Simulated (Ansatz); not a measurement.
**SiN₂H₄: functionals against CCSD(T) at one geometry**

The atoms stand at a structure displaced at random from a GFN2-xTB minimum. How far do the functionals agree with CCSD(T) there?

Method: single points in def2-TZVPP; program: Ansatz 0.2.0, Gaussian basis.

Cores are frozen in the correlated methods.

### 1 The system as given

SMILES `N=[SiH]N`, 7 atoms, charge 0, spin multiplicity 1.

Atoms are counted from 1 here; the program's logs count them from 0.

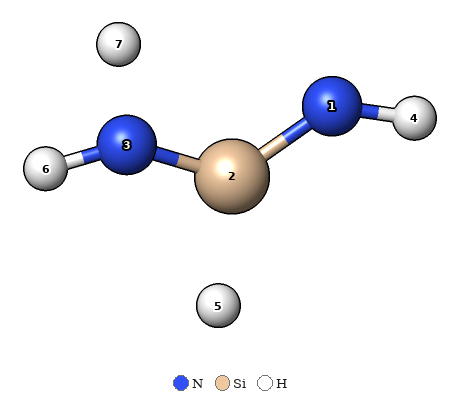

The starting geometry (nitrogen blue, silicon light orange, hydrogen white); atoms are numbered from 1 in the order of the file.

Coordinates:

```tsv
atom	x (Å)	y (Å)	z (Å)
N1	-1.1074	-0.6809	-1.0482
Si2	-0.1969	0.4167	-0.2592
N3	0.8939	0.0969	0.7964
H4	-2.0034	-0.6428	-1.7312
H5	-0.3831	2.1452	-0.0985
H6	1.7036	0.5410	1.4493
H7	1.2558	-1.2094	0.7876
```

### 2 CCSD(T)/def2-TZVPP

run/in.yaml reads:

```yaml
crystal:
  periodic: [false, false, false]
  atoms:
    - {symbol: N, position_ang: [-1.107400, -0.680900, -1.048200]}
    - {symbol: Si, position_ang: [-0.196900, 0.416700, -0.259200]}
    - {symbol: N, position_ang: [0.893900, 0.096900, 0.796400]}
    - {symbol: H, position_ang: [-2.003400, -0.642800, -1.731200]}
    - {symbol: H, position_ang: [-0.383100, 2.145200, -0.098500]}
    - {symbol: H, position_ang: [1.703600, 0.541000, 1.449300]}
    - {symbol: H, position_ang: [1.255800, -1.209400, 0.787600]}
basis:
  gaussian: {orbitals: def2-TZVPP}
correlation: {method: ccsd_t}
output: {forces: true}
```

No record of the launch command was kept for these runs.

Standard output, cut to the lines that bear on the results:

```text
Functional definition: HF
  name "HF"
  cite "Fock, Z. Phys. 61, 126 (1930) doi:10.1007/BF01340294"
  parent pbe
[...]
943 factors; integrals over basis functions are off by at most 9.4e-4 eV
[...]
mean field -10887.09521426 eV, -400.0933695859 hartree, gradient 1.5e-6 eV, S^2 0.000000; 0 other end points of the search recorded, 0 dependent functions left out
7 core orbitals not correlated: weight in the atoms' cores, before any rotation towards them, 1.000 or more for the frozen orbitals, at most 0.000 for the correlated occupied ones
reference -10887.09521426 eV, -400.0933695859 hartree; 9, 9 occupied and 144, 144 virtual orbitals, 943 factors
second order -15.24919882 eV of doubles, -0.00000000 eV of singles
cycle   1  -15.17145700 eV  change    7.8e-2 eV  update   1.1e-1
[...]
cycle  12  -15.76318762 eV  change   -1.8e-5 eV  update   5.9e-6
perturbative correction -0.74414455 eV, -0.0273468080 hartree
[...]
Total energy: -10903.60254643 eV, -400.7000028542 hartree
Atom 0 at    -1.107400    -0.680900    -1.048200 Å, force    -1.562079     0.611930    -1.203755 eV/Å
Atom 1 at    -0.196900     0.416700    -0.259200 Å, force    -5.907222     3.366937    -4.267615 eV/Å
Atom 2 at     0.893900     0.096900     0.796400 Å, force     8.685810    -5.774062     6.060233 eV/Å
Atom 3 at    -2.003400    -0.642800    -1.731200 Å, force     3.276566     0.370494     2.394067 eV/Å
Atom 4 at    -0.383100     2.145200    -0.098500 Å, force     0.289264    -2.545260    -0.387774 eV/Å
Atom 5 at     1.703600     0.541000     1.449300 Å, force    -3.149452    -1.088060    -2.566784 eV/Å
Atom 6 at     1.255800    -1.209400     0.787600 Å, force    -1.632887     5.058021    -0.028372 eV/Å
Dipole moment:     0.554445     0.143685     0.379984 e Å
```

Wall time 63 s (4 threads, shared host); peak memory 2.2 GiB.

### 3 PBE0-D4/def2-TZVPP

Edit run/in.yaml of step 2 so:

```diff
@@ -12,3 +12,3 @@
   gaussian: {orbitals: def2-TZVPP}
-correlation: {method: ccsd_t}
-output: {forces: true}
+hamiltonian: {xc: pbe0, dispersion: d4}
+output: {forces: true, orbitals: {seedname: orbitals}}
```

Standard output, cut to the lines that bear on the results:

```text
Functional definition: PBE0
  name "PBE0"
  cite "Adamo & Barone, J. Chem. Phys. 110, 6158 (1999) doi:10.1063/1.478522"
  cite "Perdew, Burke & Ernzerhof, Phys. Rev. Lett. 77, 3865 (1996) doi:10.1103/PhysRevLett.77.3865"
[... 1 set-up line as earlier in the session ...]
[...]
837 factors; their error is unknown
[...]
mean field -10914.63893478 eV, -401.1055826451 hartree, gradient 2.2e-5 eV, S^2 0.000000; 0 other end points of the search recorded, 0 dependent functions left out
[...]
reference -10914.63896168 eV, -401.1055836339 hartree; 16, 16 occupied and 144, 144 virtual orbitals, 837 factors
Total energy: -10914.73896540 eV, -401.1092587025 hartree
Atom 0 at    -1.107400    -0.680900    -1.048200 Å, force    -1.410551     0.914703    -1.087260 eV/Å
Atom 1 at    -0.196900     0.416700    -0.259200 Å, force    -5.824871     2.905623    -4.159881 eV/Å
Atom 2 at     0.893900     0.096900     0.796400 Å, force     8.514309    -5.790617     5.828224 eV/Å
Atom 3 at    -2.003400    -0.642800    -1.731200 Å, force     3.352260     0.363537     2.462200 eV/Å
Atom 4 at    -0.383100     2.145200    -0.098500 Å, force     0.269662    -2.465895    -0.392898 eV/Å
Atom 5 at     1.703600     0.541000     1.449300 Å, force    -3.218193    -1.102494    -2.618498 eV/Å
Atom 6 at     1.255800    -1.209400     0.787600 Å, force    -1.682617     5.175143    -0.031887 eV/Å
Dipole moment:     0.572710     0.151583     0.393261 e Å
```

It took 1.4 s on 4 threads, shared host; peak memory 0.26 GiB.

### 4 wB97M-V/def2-TZVPP

Edit run/in.yaml of step 3 so:

```diff
@@ -12,3 +12,3 @@
   gaussian: {orbitals: def2-TZVPP}
-hamiltonian: {xc: pbe0, dispersion: d4}
-output: {forces: true, orbitals: {seedname: orbitals}}
+hamiltonian: {xc: {name: wB97M-V}}
+output: {forces: true}
```

Standard output, cut to the lines that bear on the results:

```text
Functional definition: wB97M-V
  name "wB97M-V"
  cite "Mardirossian & Head-Gordon, J. Chem. Phys. 144, 214110 (2016) doi:10.1063/1.4952647"
  cite "Becke, J. Chem. Phys. 107, 8554 (1997) doi:10.1063/1.475007"
  cite "Vydrov & Van Voorhis, J. Chem. Phys. 133, 244103 (2010) doi:10.1063/1.3521275"
  # Of w^i u^j: cxij and so on, Table III.
[...]
  gx(w, u) = 1 - cx + cx01*u + cx10*w
  gss(w, u) = css00 + css04*u^4 + css10*w + css20*w^2 + css43*w^4*u^3
  gos(w, u) = cos00 + cos10*w + (cos20 + cos21*u)*w^2 + (cos60 + cos61*u)*w^6
[...]
      + integral(e_c_pw_mod_opposite_spin*gos(b97_w_opposite, b97_u_opposite)) + vv10(b, c)
837 factors; their error is unknown
196 factors; integrals over basis functions are off by at most 1.6e-5 eV
[...]
mean field -10919.76444038 eV, -401.2939415018 hartree, gradient 6.3e-5 eV, S^2 0.000000; 0 other end points of the search recorded, 0 dependent functions left out
[...]
reference -10919.76448483 eV, -401.2939431351 hartree; 16, 16 occupied and 144, 144 virtual orbitals, 837 factors
Total energy: -10919.76448483 eV, -401.2939431351 hartree
Atom 0 at    -1.107400    -0.680900    -1.048200 Å, force    -1.353773     1.057390    -1.044289 eV/Å
Atom 1 at    -0.196900     0.416700    -0.259200 Å, force    -5.940234     2.949417    -4.204546 eV/Å
Atom 2 at     0.893900     0.096900     0.796400 Å, force     8.604221    -5.879813     5.863461 eV/Å
Atom 3 at    -2.003400    -0.642800    -1.731200 Å, force     3.338661     0.340099     2.451588 eV/Å
Atom 4 at    -0.383100     2.145200    -0.098500 Å, force     0.282096    -2.643668    -0.424296 eV/Å
Atom 5 at     1.703600     0.541000     1.449300 Å, force    -3.211776    -1.089315    -2.600252 eV/Å
Atom 6 at     1.255800    -1.209400     0.787600 Å, force    -1.719195     5.265890    -0.041666 eV/Å
Dipole moment:     0.587781     0.157927     0.398968 e Å
```

It took 3.9 s on 4 threads, shared host; peak memory 0.34 GiB.

### 5 r2SCAN-D4/def2-TZVPP

Edit run/in.yaml of step 4 so:

```diff
@@ -12,3 +12,3 @@
   gaussian: {orbitals: def2-TZVPP}
-hamiltonian: {xc: {name: wB97M-V}}
+hamiltonian: {xc: r2scan, dispersion: d4}
 output: {forces: true}
```

The log in run was not kept; the run's report gives a total energy of -10919.267312 eV.

Wall time 2.3 s (4 threads, shared host); peak memory 0.17 GiB.

### 6 PBE-D4/def2-TZVPP

Edit run/in.yaml of step 5 so:

```diff
@@ -12,3 +12,3 @@
   gaussian: {orbitals: def2-TZVPP}
-hamiltonian: {xc: r2scan, dispersion: d4}
+hamiltonian: {xc: pbe, dispersion: d4}
 output: {forces: true}
```

Standard output, cut to the lines that bear on the results:

```text
Functional definition: PBE
  name "PBE"
[... 2 set-up lines as earlier in the session ...]
[...]
834 factors; their error is unknown
[...]
mean field -10914.14911307 eV, -401.0875820295 hartree, gradient 2.0e-5 eV, S^2 0.000000; 0 other end points of the search recorded, 0 dependent functions left out
[...]
reference -10914.14914902 eV, -401.0875833505 hartree; 16, 16 occupied and 144, 144 virtual orbitals, 834 factors
Total energy: -10914.26945687 eV, -401.0920045825 hartree
Atom 0 at    -1.107400    -0.680900    -1.048200 Å, force    -1.507814     0.377105    -1.179209 eV/Å
Atom 1 at    -0.196900     0.416700    -0.259200 Å, force    -5.669541     3.243273    -4.209546 eV/Å
Atom 2 at     0.893900     0.096900     0.796400 Å, force     8.318362    -5.496490     5.895507 eV/Å
Atom 3 at    -2.003400    -0.642800    -1.731200 Å, force     3.007345     0.361667     2.201656 eV/Å
Atom 4 at    -0.383100     2.145200    -0.098500 Å, force     0.263633    -2.198503    -0.319165 eV/Å
Atom 5 at     1.703600     0.541000     1.449300 Å, force    -2.891933    -0.970121    -2.371033 eV/Å
Atom 6 at     1.255800    -1.209400     0.787600 Å, force    -1.520052     4.683068    -0.018211 eV/Å
Dipole moment:     0.536949     0.123614     0.373740 e Å
```

It took 1 s on 4 threads, shared host; peak memory 0.15 GiB.

### 7 SPW92/def2-TZVPP

Edit run/in.yaml of step 6 so:

```diff
@@ -12,3 +12,3 @@
   gaussian: {orbitals: def2-TZVPP}
-hamiltonian: {xc: pbe, dispersion: d4}
+hamiltonian: {xc: lda}
 output: {forces: true}
```

The log in run was not kept; the run's report gives a total energy of -10865.588597 eV.

Run time: 0.7 s. Hardware: 4 threads, shared host; peak memory 0.15 GiB.

### 8 revPBE-D4/def2-TZVPP

Edit run/in.yaml of step 7 so:

```diff
@@ -12,3 +12,3 @@
   gaussian: {orbitals: def2-TZVPP}
-hamiltonian: {xc: lda}
+hamiltonian: {xc: {name: revPBE}, dispersion: d4}
 output: {forces: true}
```

The log in run was not kept; the run's report gives a total energy of -10919.659584 eV.

Run time: 0.95 s. Hardware: 4 threads, shared host; peak memory 0.15 GiB.

### 9 The levels compared

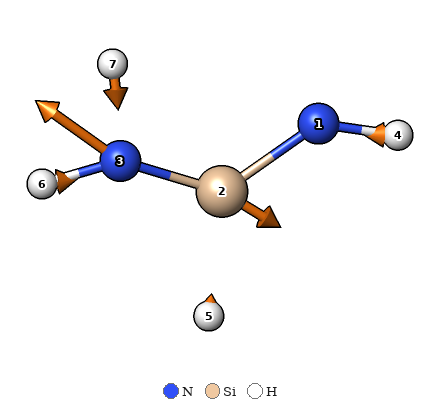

Forces at CCSD(T); the longest arrow is 12.06 eV/Å.

```tsv
method	RMS force component (eV/Å)	RMS error against CCSD(T) (eV/Å)	angle to CCSD(T) forces (°)	dipole (D)
CCSD(T)	3.674	0	0	3.30
PBE0-D4	3.622	0.152	2.2	3.42
wB97M-V	3.666	0.166	2.6	3.50
r2SCAN-D4	3.572	0.127	1.2	3.34
PBE-D4	3.495	0.205	1.6	3.20
SPW92	3.347	0.359	2.4	3.24
revPBE-D4	3.495	0.245	2.7	3.19
```

Energy less the free neutral atoms in their ground states at the same level (atoms from separate runs):

Differences are taken before rounding.

```tsv
method	rung	energy less atoms (kJ/mol)	from CCSD(T) (kJ/mol)
SPW92	LDA	-2431.9	-486.0
PBE-D4	GGA	-2117.1	-171.1
revPBE-D4	GGA	-2055.1	-109.2
r2SCAN-D4	meta-GGA	-2028.6	-82.7
PBE0-D4	hybrid	-2016.4	-70.4
wB97M-V	range-separated hybrid	-2047.3	-101.4
Hartree-Fock	wavefunction	-1149.4	+796.5
MP2	wavefunction	-1975.5	-29.5
CCSD	wavefunction	-1892.6	+53.4
CCSD(T)	wavefunction	-1946.0	0
```

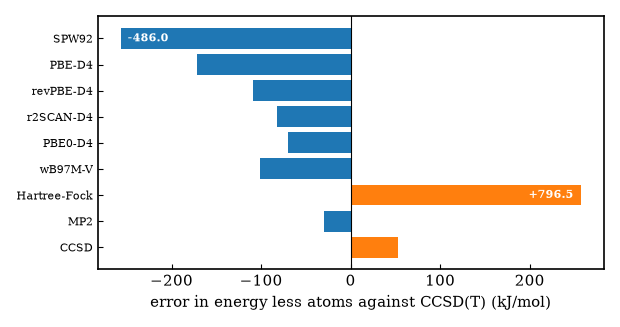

Deviations from CCSD(T), method by method. Bars with a number in them are cut short.

What each level took, beside its miss in the forces (shared host):

```tsv
method	time	RMS force error (eV/Å)
CCSD(T)	63 s	0
PBE0-D4	1.4 s	0.152
wB97M-V	3.9 s	0.166
r2SCAN-D4	2.3 s	0.127
PBE-D4	1 s	0.205
SPW92	0.7 s	0.359
revPBE-D4	0.95 s	0.245
```

### 10 Outcome

```
                                  quantity                                                                                           value
energy less free atoms, CCSD(T)/def2-TZVPP                                                                                  -1946.0 kJ/mol
                       RMS force component                                                            3.347 to 3.674 eV/Å over the methods
                           RMS force error  PBE0-D4 0.152, wB97M-V 0.166, r2SCAN-D4 0.127, PBE-D4 0.205, SPW92 0.359, revPBE-D4 0.245 eV/Å
                    HOMO and LUMO, PBE0-D4                                                                              -6.59 and -0.99 eV
                             T1 diagnostic                                                                                           0.017
```

In words: Against CCSD(T) the functionals' energies less atoms differ by -486.0 to -70.4 kJ/mol, PBE-D4 by -171.1 kJ/mol. A larger basis would deepen the CCSD(T) value, while the functionals are nearly converged already, so the order here is not reliable. On forces the order runs from r2SCAN-D4 to SPW92.
